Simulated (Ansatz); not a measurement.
# One shape, several levels: AlHF (SMILES [F][AlH])

Aim: a comparison of 6 runs (U-r2SCAN/STO-3G, U-r2SCAN0/STO-3G, UBHLYP/STO-3G, UBCCD(T)/STO-3G, UCCSDTQ/STO-3G, FCI/STO-3G) of AlHF. 

The calculation is run with Ansatz 0.2.0.

60 further runs of the same task are left out: 60 set aside as unsound or not needed.

**1. The structure to begin with**

The species is AlHF (3 atoms), meant as a doublet with charge 0. As SMILES, `[F][AlH]`. The Al2–F1 distance was set to 4.140 Å, away from the relaxed value. At this shape a bond of the SMILES string is far longer than usual.

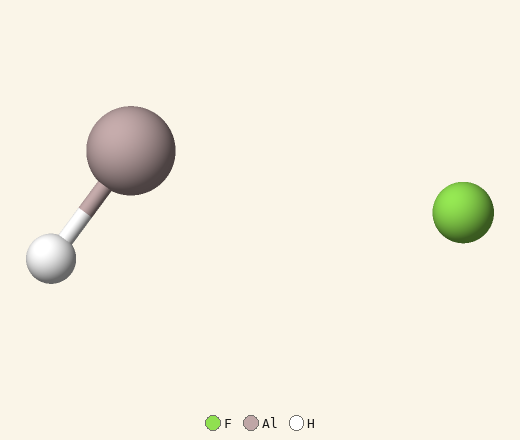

Viewed from a chosen angle; fluorine green, aluminium light grey, hydrogen white.

**2. A single-point energy at U-r2SCAN/STO-3G (run 1)**

File molecule.yaml:

```yaml
crystal:
  periodic: [false, false, false]
  atoms:
    - {symbol: F, position_ang: [2.916525, 1.756011, 1.763265]}
    - {symbol: Al, position_ang: [-0.432500, 0.318000, -0.199500]}
    - {symbol: H, position_ang: [-0.485400, -1.276100, -0.399300]}
basis:
  gaussian: {orbitals: STO-3G}
hamiltonian: {xc: r2scan}
magnetization: {spin_polarized: true, initial_magnetization: 1}
accuracy: high
```

Launch:

```bash
ansatz run molecule.yaml --threads 1 --pin off --max-ram 2610MiB --events-out events.jsonl --progress --plain --runs-dir runs
```

Standard output:

```text
Warning: RAYON_NUM_THREADS=1 ignored (pool sized by the plan → 1); use --threads N
Functional definition: r2SCAN
  name "r2SCAN"
  parameter k0 = 0.174
  parameter k1 = 0.065
  parameter a1 = 4.9479
  exchange = r2scan_x(k0 = k0, k1 = k1, a1 = a1)
  correlation = r2scan_c
217 factors; integrals over basis functions are off by at most 3.6e-8 eV
mean field evaluation 1: about -9192.1808 eV, gradient 1.3e1 eV
mean field evaluation 2: about -8806.8133 eV, gradient 1.6e1 eV
mean field evaluation 4: about -9192.2742 eV, gradient 1.6e1 eV
mean field evaluation 8: about -9192.9238 eV, gradient 9.4e0 eV
mean field evaluation 16: about -9203.1883 eV, gradient 1.7e-1 eV
mean field evaluation 32: about -9203.1913 eV, gradient 1.4e-8 eV
mean field evaluation 64: about -9203.1876 eV, gradient 6.7e-2 eV
mean field -9203.19133025 eV, -338.2110432394 hartree, gradient 1.4e-8 eV, S^2 0.750034; 3 other end points of the search recorded, 0 dependent functions left out
reference -9203.19133089 eV, -338.2110432630 hartree; 12, 11 occupied and 3, 4 virtual orbitals, 217 factors
Total energy: -9203.19133089 eV, -338.2110432630 hartree
```

Wall time 11 s (1 thread of AMD EPYC 9R14 (Zen 4), shared host); peak memory 0.22 GiB.

**3. The energy at U-r2SCAN0/STO-3G (run 2)**

File job.yaml:

```yaml
crystal:
  periodic: [false, false, false]
  atoms:
    - symbol: F
      position_ang: [2.916525, 1.756011, 1.763265]
    - symbol: Al
      position_ang: [-0.432500, 0.318000, -0.199500]
    - symbol: H
      position_ang: [-0.485400, -1.276100, -0.399300]
basis:
  gaussian:
    orbitals: STO-3G
magnetization:
  spin_polarized: true
  initial_magnetization: 1
hamiltonian:
  xc: {name: r2SCAN0}
accuracy: high
```

Launch:

```bash
ansatz run job.yaml --threads 1 --pin off --max-ram 2610MiB --events-out events.jsonl --progress --plain --runs-dir runs
```

Standard output:

```text
Warning: RAYON_NUM_THREADS=1 ignored (pool sized by the plan → 1); use --threads N
Functional definition: r2SCAN0
  name "r2SCAN0"
  parameter a = 0.25
[... 3 set-up lines as earlier in the session ...]
  exchange = (1 - a)*r2scan_x(k0 = k0, k1 = k1, a1 = a1) + a*exact_x
[... 1 set-up line as earlier in the session ...]
217 factors; integrals over basis functions are off by at most 3.6e-8 eV
mean field evaluation 1: about -9193.0256 eV, gradient 1.0e1 eV
mean field evaluation 2: about -8807.6955 eV, gradient 1.5e1 eV
mean field evaluation 4: about -9193.0834 eV, gradient 1.3e1 eV
mean field evaluation 8: about -9193.7696 eV, gradient 5.1e0 eV
mean field evaluation 16: about -9203.5513 eV, gradient 2.2e-2 eV
mean field evaluation 32: about -9203.5525 eV, gradient 6.1e-6 eV
mean field evaluation 64: about -9200.9092 eV, gradient 9.6e0 eV
mean field -9203.55253347 eV, -338.2243172130 hartree, gradient 1.8e-8 eV, S^2 0.750000; 5 other end points of the search recorded, 0 dependent functions left out
reference -9203.55253396 eV, -338.2243172312 hartree; 12, 11 occupied and 3, 4 virtual orbitals, 217 factors
Total energy: -9203.55253396 eV, -338.2243172312 hartree
```

Run time: 9.6 s. Hardware: 1 thread of AMD EPYC 9R14 (Zen 4), shared host; peak memory 0.22 GiB.

Runs 3 to 4 aren't shown in full; the table further down has their settings and results.

**4. A single-point energy at UCCSDTQ/STO-3G (run 5)**

File input.yaml:

```yaml
crystal:
  periodic: [false, false, false]
  atoms:
    - {symbol: F, position_ang: [2.916525, 1.756011, 1.763265]}
    - {symbol: Al, position_ang: [-0.432500, 0.318000, -0.199500]}
    - {symbol: H, position_ang: [-0.485400, -1.276100, -0.399300]}
basis:
  gaussian:
    orbitals: STO-3G
magnetization:
  spin_polarized: true
  initial_magnetization: 1
correlation:
  method: ccsdtq
  frozen_orbitals: {Al: 5, F: 1, H: 0}
accuracy: high
scf:
  omitted_lower_state_checks: [cluster_reference, increment]
```

Launch:

```bash
ansatz run input.yaml --threads 1 --pin off --max-ram 2610MiB --events-out events.jsonl --progress --plain --runs-dir runs
```

Standard output:

```text
Warning: RAYON_NUM_THREADS=1 ignored (pool sized by the plan → 1); use --threads N
[... 17 lines left out ...]
6 core orbitals not correlated: weight in the atoms' cores, before any rotation towards them, 1.000 or more for the frozen orbitals, at most 0.000 for the correlated occupied ones
[... 193 lines left out ...]
Total energy: -9184.58377269 eV, -337.5272281117 hartree
Checks for a lower state left out: cluster_reference, increment
```

Wall time 41 s (1 thread of AMD EPYC 9R14 (Zen 4), shared host); peak memory 0.46 GiB.

**5. A single-point energy at FCI/STO-3G (run 6)**

File in.yaml:

```yaml
crystal:
  periodic: [false, false, false]
  atoms:
    - {symbol: F, position_ang: [2.916525, 1.756011, 1.763265]}
    - {symbol: Al, position_ang: [-0.432500, 0.318000, -0.199500]}
    - {symbol: H, position_ang: [-0.485400, -1.276100, -0.399300]}
basis:
  gaussian: {orbitals: STO-3G}
correlation: {method: fci, frozen_orbitals: {Al: 5, F: 1, H: 0}}
accuracy: high
magnetization: {spin_polarized: true, initial_magnetization: 1}
```

Launch:

```bash
ansatz run in.yaml --threads 1 --pin off --max-ram 2610MiB --events-out events.jsonl --progress --plain --runs-dir runs
```

Standard output, shortened:

```text
Warning: RAYON_NUM_THREADS=1 ignored (pool sized by the plan → 1); use --threads N
Functional definition: HF
  name "HF"
[...]
217 factors; integrals over basis functions are off by at most 3.6e-8 eV
[...]
mean field -9183.42036226 eV, -337.4844735671 hartree, gradient 8.8e-9 eV, S^2 0.750000; 12 other end points of the search recorded, 0 dependent functions left out
determinant -9183.42036226 eV, -337.4844735671 hartree, with singles and doubles -9184.58218641 eV, -337.5271698172 hartree
determinant -9183.41291973 eV, -337.4842000593 hartree, with singles and doubles -9184.57556288 eV, -337.5269264068 hartree
determinant -9183.42036226 eV, -337.4844735671 hartree, with singles and doubles -9184.58224244 eV, -337.5271718763 hartree
determinant -9183.41291973 eV, -337.4842000593 hartree, with singles and doubles -9184.57562173 eV, -337.5269285696 hartree
6 core orbitals not correlated: weight in the atoms' cores, before any rotation towards them, 1.000 or more for the frozen orbitals, at most 0.000 for the correlated occupied ones
reference -9183.42036130 eV, -337.4844735318 hartree; 6, 5 occupied and 3, 4 virtual orbitals, 217 factors
state -9184.58377271 eV, -337.5272281125 hartree
Total energy: -9184.58377271 eV, -337.5272281125 hartree
```

It took 0.4 s on 1 thread of AMD EPYC 9R14 (Zen 4), shared host.

**6. All runs side by side**

```
run             level  frozen core orbitals  energy (Eh)   ⟨S²⟩  wall time
  1   U-r2SCAN/STO-3G                     –  -338.211043  0.750       11 s
  2  U-r2SCAN0/STO-3G                     –  -338.224317  0.750      9.6 s
  3     UBHLYP/STO-3G                     –  -338.271346  0.750      3.3 s
  4   UBCCD(T)/STO-3G                     6  -337.527190  0.750     0.48 s
  5    UCCSDTQ/STO-3G                     6  -337.527228  0.750       41 s
  6        FCI/STO-3G                     6  -337.527228      –      0.4 s
```

**7. What came out**

```
                                          quantity          value
                               run 6: total energy  -337.52723 Eh
run 6: correlation energy (6 core orbitals frozen)      -42.8 mEh
```

Against full CI in this basis: UBCCD(T) +0.0 mEh; UCCSDTQ +0.0 mEh. Totals of different functionals can't be ranked against each other. In runs 1, 2, 3, 4, 5, 6 the basis is minimal, so the values are rough. All runs together took 65 s, the longest 41 s.
